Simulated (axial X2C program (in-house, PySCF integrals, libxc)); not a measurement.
Relativistic diatomic calculation for ZnN

ZnN. The reference is closed-shell ZnN⁻; the roots are the vertical energies to take an electron from it, which leaves states of ZnN. The distance is the PBE0 minimum at charge −1. Computed at this level: EOM-IP-CCSD, two-component X2C with atomic mean-field Coulomb and Gaunt terms, Zn dyall-acv3z, N dyall-av3z (cores contracted) (axial X2C program (in-house, PySCF integrals, libxc)).

Input:
```
{"zs": [30, 7], "q": 0, "bas": ["dyall-acv3z", "dyall-av3z"], "r0": 1.8, "eom": "ip", "rq": -1, "thr": -2.0, "nmax": 95, "grid": [1, 0.96, 1.045, 0.92, 1.09, 1.15]}
```

The line is the task of a batch: nuclear charges, charge, bases, a first guess of the distance and further settings. This report covers the levels named above. The log is that of the reference distance 1.887 Å.

Hardware: 1 thread of Arm Neoverse N1, 16 GiB of memory available, shared host.

Launched within a batch (the task file carries these settings):
```bash
python <driver script> task.json out
```

Log:
```
two-component X2C + atomic mean field  HF
basis functions 181  fitting functions 929  grid points 5077
iter        total energy     max residual
   1      -1848.052947957     2.65e-01
   2      -1848.092742554     2.08e-02
   3      -1848.102127976     9.42e-02
   4      -1848.108920069     3.38e-02
   5      -1848.112018579     1.40e-02
   6      -1848.113392846     1.82e-02
   7      -1848.114802270     1.19e-02
   8      -1848.115782808     1.66e-03
   9      -1848.116211689     3.44e-03
  10      -1848.116311739     1.84e-03
  11      -1848.116338077     2.61e-04
  12      -1848.116344513     2.96e-04
  13      -1848.116345548     1.83e-04
  14      -1848.116345679     1.47e-05
  15      -1848.116345696     7.49e-06
  16      -1848.116345698     7.80e-06
  17      -1848.116345698     9.61e-07
converged
one-electron -2702.79724497  Coulomb 873.54304976  exact exchange -77.17688629  xc functional 0.00000000  nuclear repulsion 58.89094557  atomic mean-field constant -0.57620977
correlated 18  virtual 278  natural virtual 84  E(MP2) -0.726384737  MP2 remainder -0.107530986
iter   CCSD correlation   residual
   1     -0.569351826   2.27e-01
   2     -0.596760248   1.28e-01
   3     -0.607064684   7.82e-02
   4     -0.608450801   4.91e-02
   5     -0.611368383   3.33e-02
   6     -0.612608743   1.75e-02
   7     -0.612730310   1.22e-02
   8     -0.612871288   9.70e-03
   9     -0.612974329   8.57e-03
  10     -0.613107424   7.24e-03
  11     -0.613130984   5.73e-03
  12     -0.613266404   4.25e-03
  13     -0.613241756   3.03e-03
  14     -0.613285316   2.04e-03
  15     -0.613298117   1.25e-03
  16     -0.613273784   8.00e-04
  17     -0.613261157   5.09e-04
  18     -0.613252118   3.36e-04
  19     -0.613238732   2.42e-04
  20     -0.613239598   1.78e-04
  21     -0.613235429   1.41e-04
  22     -0.613234485   1.22e-04
  23     -0.613233796   1.09e-04
  24     -0.613230694   9.34e-05
  25     -0.613229385   7.10e-05
  26     -0.613228261   5.41e-05
  27     -0.613226891   3.94e-05
  28     -0.613227331   2.64e-05
  29     -0.613226967   1.80e-05
  30     -0.613227373   1.27e-05
  31     -0.613227575   8.49e-06
  32     -0.613227678   5.93e-06
  33     -0.613227804   4.41e-06
  34     -0.613227832   3.40e-06
  35     -0.613227855   2.71e-06
  36     -0.613227918   2.28e-06
  37     -0.613227927   1.88e-06
(T) -0.026083704293453136  T1 0.1035  D1 0.2932  max T2 0.131
EOM-IP-CCSD roots
2*Omega      energy/Eh   energy/eV  one-particle weight
    1       0.05788692      1.5752      0.905
    1       0.14920117      4.0600      0.545
    1       0.15752492      4.2865      0.116
    1       0.18137033      4.9353      0.178
    3       0.09797173      2.6659      0.497
    3       0.18031493      4.9066      0.037
    3       0.22850202      6.2179      0.014
    5       0.19544852      5.3184      0.000
```

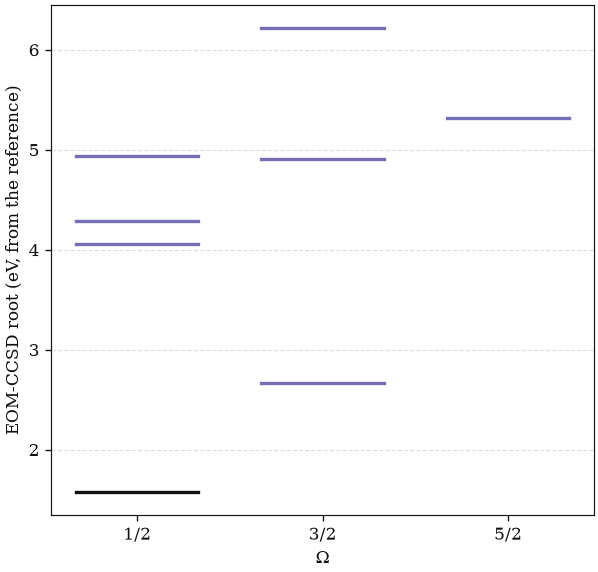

Fig. 1: EOM-CCSD roots by Ω at 1.89 Å; roots whose one-particle weight is under 0.8 have the second colour. The lowest has Ω = 1/2 and lies at 1.575 eV, with one-particle weight 0.91. 7 of the 8 roots are less well described at this level.

Results in brief:

```
                                                                                                          quantity                value
                                                                                                           outcome            converged
                                                                                   HF energy of the reference ZnN⁻  −1848.11635 hartree
                                                                                  MP2 energy of the reference ZnN⁻  −1848.84273 hartree
CCSD energy of the reference ZnN⁻ (with the MP2 share of the virtual spinors left out of the coupled-cluster step)  −1848.83710 hartree
                                                                              CCSD(T) energy of the reference ZnN⁻  −1848.86319 hartree
                                          T1 diagnostic (spinor form; for a closed shell √2 times the usual value)                0.104
                                                                                                         wall time                 39 s
                                                                                                       peak memory              1.1 GiB
```
